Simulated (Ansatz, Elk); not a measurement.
**Bonding as seen by X-rays: Mn2Cr**

Structure refinements treat a crystal as free atoms side by side. For a made-up structure of Mn2Cr (cell and positions from a PBEsol relaxation) the runs below show what the calculated density changes in F(hkl).

Calculated with Elk 11.2.3 (patched build); DFT, PBE, all-electron APW+lo, Dirac cores, scalar-relativistic bands, static density, no spin.

The structure was built from a prototype and need not be the compound's stable phase.

**1. The starting structure**

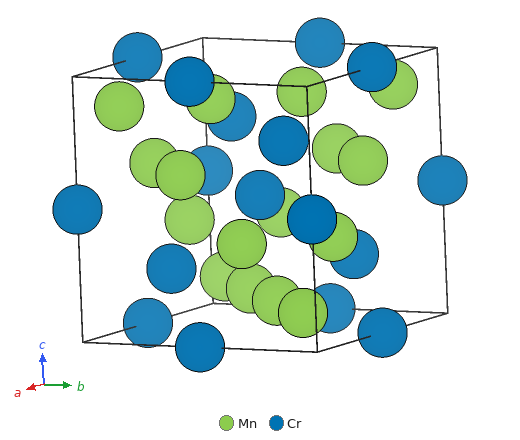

Start, viewed slightly off an axis; manganese green, chromium blue. This picture shows the conventional cell, with its axes. Some periodic images of atoms are drawn too.

**2. Ground state and structure factors**

An all-electron density is needed, since X-rays see the cores too. Task 0 finds the density and task 195 Fourier-transforms it; tshift is off so that phases refer to the origin typed.

elk.in

```
tasks
  0
  195

xctype
  20

spinpol
  .false.

rgkmax
  7.0

gmaxvr
  14.0

lmaxo
  7

lmaxapw
  8

swidth
  0.002

tshift
  .false.

ramdisk
  .false.

hmaxvr
  5.5

maxscl
  120

epspot
  1e-06

sppath
  './'

avec
  -0.00000000000 6.04399038938 6.04399038938
  6.04399038938 -0.00000000000 6.04399038938
  6.04399038938 6.04399038938 -0.00000000000

atoms
  2
  'Mn.in'
  4
  0.6250000000 0.1250000000 0.6250000000   0.000000 0.000000 0.000000
  0.6250000000 0.6250000000 0.1250000000   0.000000 0.000000 0.000000
  0.1250000000 0.6250000000 0.6250000000   0.000000 0.000000 0.000000
  0.6250000000 0.6250000000 0.6250000000   0.000000 0.000000 0.000000
  'Cr.in'
  2
  0.2500000000 0.2500000000 0.2500000000   0.000000 0.000000 0.000000
  -0.0000000000 0.0000000000 0.0000000000   0.000000 0.000000 0.000000

ngridk
  6 6 6
```

Launch:

```
> OMP_NUM_THREADS=4 elk
```

Numbers of over 12 decimals in the logs are rounded to 6 here.

The program printed:

```text
┌─────────────────────────┐
│ Elk code version 11.2.3 │
└─────────────────────────┘

All units are atomic (Hartree, Bohr, etc.)

┌─────────────────────────────────────────────────┐
│ Ground-state run starting from atomic densities │
└─────────────────────────────────────────────────┘

Lattice vectors :
  -0.000000000       6.043990389       6.043990389
   6.043990389      -0.000000000       6.043990389
   6.043990389       6.043990389      -0.000000000

Reciprocal lattice vectors :
 -0.5197878308      0.5197878308      0.5197878308
  0.5197878308     -0.5197878308      0.5197878308
  0.5197878308      0.5197878308     -0.5197878308

Unit cell volume      :    441.5717599
Brillouin zone volume :   0.5617438341

Muffin-tin inner radius fraction :   0.1000000000E-01

Nuclei treated as point charges

Species : 1 (Mn)
 parameters loaded from : Mn.in
 name : manganese
 nuclear charge    :   -25.00000000
 electronic charge :    25.00000000
 atomic mass :    100145.9370
 muffin-tin radius :    2.111873295
 number of radial points in muffin-tin :    993
 inner part over the whole radius :   0.9864170169E-02
 number on inner part of muffin-tin    :    697
 approximate nuclear radius :   0.7074591925E-04
 number of mesh points to nuclear radius :    333
 atomic positions (lattice), magnetic fields (Cartesian) :
  1 :  -0.37500000  0.12500000 -0.37500000    0.00000000  0.00000000  0.00000000
  2 :  -0.37500000 -0.37500000  0.12500000    0.00000000  0.00000000  0.00000000
  3 :   0.12500000 -0.37500000 -0.37500000    0.00000000  0.00000000  0.00000000
  4 :  -0.37500000 -0.37500000 -0.37500000    0.00000000  0.00000000  0.00000000

Species : 2 (Cr)
 parameters loaded from : Cr.in
 name : chromium
 nuclear charge    :   -24.00000000
 electronic charge :    24.00000000
 atomic mass :    94783.09202
 muffin-tin radius :    2.400000000
 number of radial points in muffin-tin :    993
 inner part over the whole radius :   0.9857795597E-02
 number on inner part of muffin-tin    :    699
 approximate nuclear radius :   0.6987106690E-04
 number of mesh points to nuclear radius :    328
 atomic positions (lattice), magnetic fields (Cartesian) :
  1 :   0.25000000  0.25000000  0.25000000    0.00000000  0.00000000  0.00000000
  2 :   0.00000000  0.00000000  0.00000000    0.00000000  0.00000000  0.00000000

Total number of atoms per unit cell :    6
Total muffin-tin volume :    273.6280875
 ratio of muffin-tin to unit cell volume :   0.6196684487

Spin treatment :
 spin-unpolarised

Number of Bravais lattice symmetries :   48
Number of crystal symmetries         :   48
Crystal has no inversion symmetry
Complex Hermitian eigensolver will be used

k-point grid :      6     6     6
k-point offset :    0.000000000       0.000000000       0.000000000
k-point set is reduced with full crystal symmetry group
Total number of k-points :       16

Muffin-tin radius times maximum |G+k| :    7.000000000
 using average radius
Maximum |G+k| for APW functions       :    3.170411144
Maximum (1/2)|G+k|²                   :    5.025753409
Maximum |G| for potential and density :    14.00000000
Constant for pseudocharge density :    8
 order of it for each species :   15  15
 order of it for pair densities of each species (exact exchange by exxq0 0: 16) :    8  12
Radial integration step length :    1

G-vector grid sizes :     40    40    40
Number of G-vectors :    20395

Maximum angular momentum used for
 APW functions            :    8
 outer part of muffin-tin :    7
 inner part of muffin-tin :    2

Total nuclear charge    :   -148.0000000
Total core charge       :    60.00000000
Total valence charge    :    88.00000000
Total excess charge     :    0.000000000
Total electronic charge :    148.0000000

Effective Wigner radius, rₛ :   0.8930662052

Number of empty states         :     24
Total number of valence states :     69
Total number of core states    :     60

Third-order local-orbitals added for an l without core states : T
Total number of local-orbitals :    138

[...]
electron-nuclear            :     -13747.698793186
 Hartree                     :      1752.7711679593
 Madelung                    :     -8091.0883264209
 xc potential                :     -433.07667291523
 exchange                    :     -300.14629825310
 correlation                 :     -6.863552
 electron entropic           :    -0.25799038343504E-02
 total energy                :     -6728.2704780264

Density of states at Fermi energy :    195.8407800
 (states/Hartree/unit cell)

Estimated indirect band gap :   0.7709111679E-03
 from k-point 7 to k-point 6
Estimated direct band gap   :   0.6538326393E-02
 at k-point 2

Charges :
 core                        :    60.00000000
 valence                     :    88.00000000
 interstitial                :    8.380277502
 muffin-tins (core leakage)
  species : 1 (Mn)
[...]
species : 2 (Cr)
[...]
total in muffin-tins        :    139.6197225
 total calculated charge     :    147.9998465
 total charge                :    148.0000000
 error                       :   0.1534820368E-03

RMS change in Kohn-Sham potential (target) :    1.289194499     (  0.1000000000E-05)
Absolute change in total energy (target)   :    1.919157898     (  0.1000000000E-03)

[... loops 3 to 17 left out ...]

┌──────────────────┐
│ Loop number : 18 │
└──────────────────┘

Energies :
 Fermi                       :     0.414830
 sum of occupied eigenvalues :     -3900.8875907875
 electron kinetic            :      6819.0659453884
 core electron kinetic       :      6141.5784860759
 Coulomb                     :     -13248.556119017
 Coulomb potential           :     -10321.858696636
 nuclear-nuclear             :     -1242.6327702360
 electron-nuclear            :     -13740.986781763
 Hartree                     :      1735.0634329820
 Madelung                    :     -8087.6267706992
 xc potential                :     -398.09483954037
 exchange                    :     -300.00009095712
 correlation                 :     -6.846154
 electron entropic           :    -0.27448794564252E-02
 total energy                :     -6736.3391631145

Density of states at Fermi energy :    199.1654965
 (states/Hartree/unit cell)

Estimated indirect band gap :   0.2241665073E-02
 from k-point 6 to k-point 13
Estimated direct band gap   :   0.8205966273E-02
 at k-point 10

Charges :
 core                        :    60.00000000
 valence                     :    88.00000000
 interstitial                :    8.067443567
 muffin-tins (core leakage)
  species : 1 (Mn)
[...]
species : 2 (Cr)
[...]
total in muffin-tins        :    139.9325564
 total calculated charge     :    147.9997946
 total charge                :    148.0000000
 error                       :   0.2053592697E-03

RMS change in Kohn-Sham potential (target) :   0.9098337688E-06 (  0.1000000000E-05)
Absolute change in total energy (target)   :   0.1588052237E-04 (  0.1000000000E-03)

Convergence targets achieved

┌──────────────────┐
│ Loop number : 19 │
└──────────────────┘

Energies :
 Fermi                       :     0.414829
 sum of occupied eigenvalues :     -3900.8876462293
 electron kinetic            :      6819.0659031957
 core electron kinetic       :      6141.5784652695
 Coulomb                     :     -13248.556115849
 Coulomb potential           :     -10321.858693224
 nuclear-nuclear             :     -1242.6327702360
 electron-nuclear            :     -13740.986780034
 Hartree                     :      1735.0634344209
 Madelung                    :     -8087.6267692368
 xc potential                :     -398.09485620118
 exchange                    :     -300.00009107725
 correlation                 :     -6.846154
 electron entropic           :    -0.27448798278586E-02
 total energy                :     -6736.3392022321

Density of states at Fermi energy :    199.1655244
 (states/Hartree/unit cell)

Estimated indirect band gap :   0.2241665983E-02
 from k-point 6 to k-point 13
Estimated direct band gap   :   0.8205954153E-02
 at k-point 10

Charges :
 core                        :    60.00000000
 valence                     :    88.00000000
 interstitial                :    8.067442809
 muffin-tins (core leakage)
  species : 1 (Mn)
[...]
atom 4                    :    23.54251200     ( -0.2172340423E-06)
  species : 2 (Cr)
   atom 1                    :    22.88125460     ( -0.2234890353E-06)
   atom 2                    :    22.88125460     ( -0.2234890353E-06)
 total in muffin-tins        :    139.9325572
 total calculated charge     :    147.9997946
 total charge                :    148.0000000
 error                       :   0.2053591911E-03

┌──────────────────────────────┐
│ Self-consistent loop stopped │
└──────────────────────────────┘

Wrote STATE.OUT
```

The job ended after 43 s (4 threads of Intel Xeon Platinum 8488C (Sapphire Rapids), shared host; peak memory 0.22 GiB).

SFACRHO.OUT:

```text

h k l indices transformed by vhmat matrix:
   1.000000000       0.000000000       0.000000000    
   0.000000000       1.000000000       0.000000000    
   0.000000000       0.000000000       1.000000000    

      h      k      l  multipl.   |H|            Re(F)            Im(F)           |F|

      0      0      0      1   0.0000000       148.00000      0.26568503E-16   148.00000    
      1      0      0      4  0.90029893      -10.043256      -10.043256       14.203309    
      1      1      1      4  0.90029893      -10.043256       10.043256       14.203309    
      1      0      1      6   1.0395757      0.21448137E-13  0.24053903E-14  0.21582597E-13
     -1      0      1     12   1.4701820       34.357580      0.14740609E-16   34.357580    
      2      1      2     12   1.7239412       39.730781       39.730781       56.187809    
     -1      1     -1     12   1.7239412       39.730781      -39.730781       56.187809    
      0      2      0      4   1.8005979     -0.91920588E-14   65.975286       65.975286    
      0     -2      0      4   1.8005979     -0.91920588E-14  -65.975286       65.975286    
      2      0      2      6   2.0791513      -32.158573      0.49260513E-13   32.158573    
     -1     -3     -1     12   2.2657026      -6.8315647       6.8315647       9.6612915    
     -2     -3     -2     12   2.2657026      -6.8315647      -6.8315647       9.6612915    
      1      2      3     24   2.3245618      0.30640196E-14  0.49685628E-14  0.58373652E-14
      3      3      2     12   2.5464299       25.198612     -0.23313778E-13   25.198612    
     -1     -1      2     12   2.5464299       25.198612     -0.92107601E-14   25.198612    
     -3      0     -2     12   2.7008968       30.281080      -30.281080       42.823914    
     -3      0      0      4   2.7008968       30.402771       30.402771       42.996011    
      0      2      3     12   2.7008968       30.281080       30.281080       42.823914
```

Elk indexes on the primitive cell of elk.in and gives |H| = 4π sin θ/λ in inverse bohr. Below, one row stands for each form hkl of the conventional cell (m members, Friedel mates merged), F is for one primitive cell and the density is static (no thermal factor). Free-atom factors are Waasmaier and Kirfel's, and R is Σm||F|−|F'||/Σm|F|.

```
hkl   m  sin θ/λ (Å⁻¹)  abs F, DFT  neutral atoms   diff.  abs of complex diff.
111   8          0.135      14.203         13.540  +0.663                 0.663
200   6          0.156       0.000          0.000  +0.000                 0.000
220  12          0.221      34.358         35.075  -0.718                 0.718
311  24          0.259      56.188         57.130  -0.942                 0.942
222   8          0.271      65.975         66.821  -0.845                 0.845
400   6          0.313      32.159         32.532  -0.373                 0.373
331  24          0.341       9.661          9.748  -0.087                 0.087
420  24          0.350       0.000          0.000  +0.000                 0.000
422  24          0.383      25.199         25.295  -0.096                 0.096
511  24          0.406      42.824         42.849  -0.025                 0.025
333   8          0.406      42.996         42.849  +0.147                 0.147
440  12          0.442      70.838         70.711  +0.127                 0.127
531  48          0.462       7.741          7.814  -0.073                 0.073
600   6          0.469       0.000          0.000  +0.000                 0.000
442  24          0.469       0.013          0.000  +0.013                 0.013
620  24          0.494      20.735         20.557  +0.177                 0.177
533  24          0.513      35.511         35.319  +0.192                 0.192
622  24          0.518      42.092         42.016  +0.077                 0.077
444   8          0.541      21.484         21.400  +0.084                 0.084
551  24          0.558       6.563          6.560  +0.003                 0.003
711  24          0.558       6.487          6.560  -0.073                 0.073
640  24          0.564       0.000          0.000  +0.000                 0.000
```

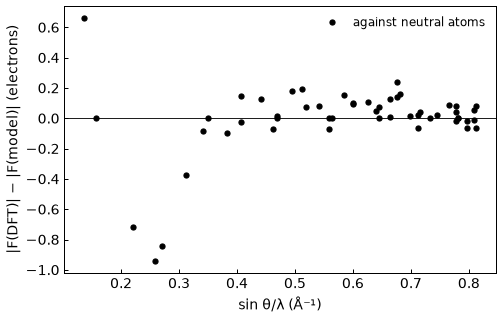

Difference between the calculated structure factors and the independent-atom ones.

**3. The highest occupied states alone**

An energy window below the Fermi level keeps the highest occupied states, to see at which angles they scatter; shallow core shells can lie inside it and anion s states outside. No new self-consistency is needed.

elk.in, as its differences from that of step 2:

```diff
@@ -1,3 +1,2 @@
 tasks
-  0
   195
@@ -40,2 +39,5 @@
 
+wsfac
+  -0.026160 0.714830
+
 sppath
```

Launch:

```
> OMP_NUM_THREADS=4 elk
```

The program printed:

```text
┌─────────────────────────────────┐
│ Elk code version 11.2.3 started │
└─────────────────────────────────┘

Info(readinput): the functional depends on the density's gradient
 muffin-tin radial points multiplied by    2.00000
 (not where nrmtscf is given)

┌────────────────────┐
│ Current task : 195 │
└────────────────────┘
Info(checkmt): changed muffin-tin radius of species 1 (Mn) from   2.4000 to   2.1119

Info(sfacrho): density structure factors written to SFACRHO.OUT

 Energy window :  -0.2616000000E-01  0.7148300000

┌──────────────────┐
│ Elk code stopped │
└──────────────────┘
```

It took 6.8 s on 4 threads; peak memory 0.16 GiB; 9.6 s of CPU time.

States within 12 eV below the Fermi level hold 40.00 electrons; any levels below the window count with the cores. Their amplitudes can exceed the total, where window and core parts have opposite phase:

```
hkl  sin θ/λ (Å⁻¹)  abs F, window  abs F, all
111          0.135          4.111      14.203
200          0.156          0.000       0.000
220          0.221          3.854      34.358
311          0.259          6.339      56.188
222          0.271          8.036      65.975
400          0.313          4.218      32.159
331          0.341          1.492       9.661
420          0.350          0.000       0.000
422          0.383          1.494      25.199
511          0.406          3.062      42.824
```

**4. Another functional**

The difference from free atoms is small, so it is set against the change that LDA (Perdew-Wang) makes.

elk.in, as its differences from that of step 3:

```diff
@@ -1,2 +1,3 @@
 tasks
+  0
   195
@@ -4,3 +5,3 @@
 xctype
-  20
+  3
 
@@ -39,5 +40,2 @@
 
-wsfac
-  -0.026160 0.714830
-
 sppath
```

Launch:

```
> OMP_NUM_THREADS=4 elk
```

The program printed:

```text
┌─────────────────────────┐
│ Elk code version 11.2.3 │
└─────────────────────────┘

All units are atomic (Hartree, Bohr, etc.)

┌─────────────────────────────────────────────────┐
│ Ground-state run starting from atomic densities │
└─────────────────────────────────────────────────┘

Lattice vectors :
  -0.000000000       6.043990389       6.043990389
   6.043990389      -0.000000000       6.043990389
   6.043990389       6.043990389      -0.000000000

Reciprocal lattice vectors :
 -0.5197878308      0.5197878308      0.5197878308
[...]
valence                     :    88.00000000
 interstitial                :    7.994014373
 muffin-tins (core leakage)
  species : 1 (Mn)
[...]
species : 2 (Cr)
   atom 1                    :    22.89422768     ( -0.3576939971E-05)
   atom 2                    :    22.89422768     ( -0.3576939971E-05)
 total in muffin-tins        :    140.0059856
 total calculated charge     :    147.9998148
 total charge                :    148.0000000
 error                       :   0.1851944756E-03

┌──────────────────────────────┐
│ Self-consistent loop stopped │
└──────────────────────────────┘

Wrote STATE.OUT
[key lines of the parts left out:]
total energy                :     -6723.8941803303
```

Wall time 25 s (4 threads); peak memory 0.16 GiB.

Against the first run R = 0.05 %; the largest change is -0.050 at 440.

**5. Basis size**

A smaller basis shows how fast F responds to it; the change is likely larger than the basis error of the first run, but doesn't show convergence.

elk.in, as its differences from that of step 4:

```diff
@@ -5,3 +5,3 @@
 xctype
-  3
+  20
 
@@ -11,3 +11,3 @@
 rgkmax
-  7.0
+  5.5
```

Launch:

```
> OMP_NUM_THREADS=4 elk
```

The program printed:

```text
┌─────────────────────────┐
│ Elk code version 11.2.3 │
└─────────────────────────┘

All units are atomic (Hartree, Bohr, etc.)

┌─────────────────────────────────────────────────┐
│ Ground-state run starting from atomic densities │
└─────────────────────────────────────────────────┘

Lattice vectors :
  -0.000000000       6.043990389       6.043990389
   6.043990389      -0.000000000       6.043990389
   6.043990389       6.043990389      -0.000000000

Reciprocal lattice vectors :
 -0.5197878308      0.5197878308      0.5197878308
[...]
valence                     :    88.00000000
 interstitial                :    8.437673848
 muffin-tins (core leakage)
  species : 1 (Mn)
[...]
species : 2 (Cr)
   atom 1                    :    22.84093403     ( -0.2234888310E-06)
   atom 2                    :    22.84093403     ( -0.2234888310E-06)
 total in muffin-tins        :    139.5623262
 total calculated charge     :    147.9999672
 total charge                :    148.0000000
 error                       :   0.3281799658E-04

┌──────────────────────────────┐
│ Self-consistent loop stopped │
└──────────────────────────────┘

Wrote STATE.OUT
[key lines of the parts left out:]
total energy                :     -6736.0224695623
```

Run time: 35 s. Hardware: 4 threads; peak memory 0.23 GiB.

Against the first run R = 0.10 %; the largest change is +0.163 at 440.

**6. Settings against the effect**

```
              run  R against the first run (%)  R against neutral atoms, low angle (%)  wall time
    PBE, rgkmax 7                         0.00                                    1.80       43 s
LDA (Perdew-Wang)                         0.05                                    1.82       25 s
       rgkmax 5.5                         0.10                                    1.90       35 s
```

**7. What came out**

* R against neutral atoms, sin θ/λ < 0.3 Å⁻¹: 1.80 %
* R against neutral atoms, 0.3 to 0.81 Å⁻¹: 0.39 %

**Reading.** Independent neutral atoms miss the calculated amplitudes by R = 1.80 % below 0.3 Å⁻¹ and 0.39 % from there to 0.81 Å⁻¹; by shells, 4.67 % below 0.15 Å⁻¹ (1 form), 1.66 % 0.15 to 0.3 (3 forms), 0.31 % 0.3 to 0.45 (6 forms), 0.40 % above 0.45 (35 forms). Bonding, aspherical density and the tables' own atoms all enter these figures, and the runs don't part them. The largest change of an amplitude is -0.94 electrons, at 311. The window's part falls from 40.0 electrons at the origin to at most 2.10 between 0.45 and 0.81 Å⁻¹, where compact states inside the window still scatter. Below 0.3 Å⁻¹ the changes that finished (LDA (Perdew-Wang) and rgkmax 5.5) move F by R = 0.12 % at most, against the 1.80 % that separates it from free atoms. The k-mesh has no finished test. These runs have no spin, though d or f shells may be open. Part of the difference isn't bonding: the tables are fits to free atoms and ions calculated by other methods than this functional. Thermal motion, anomalous dispersion and extinction are left out.

[Logs are printed without paths, hosts, clocks, repeated set-up lines and the standing remarks that a program may print on its own settings, such as how far it seeks lower states.]

[Hosts, paths, dates, database ids (printed as entryN), source tags and the programs' standing remarks are cut or masked in the printed files.]
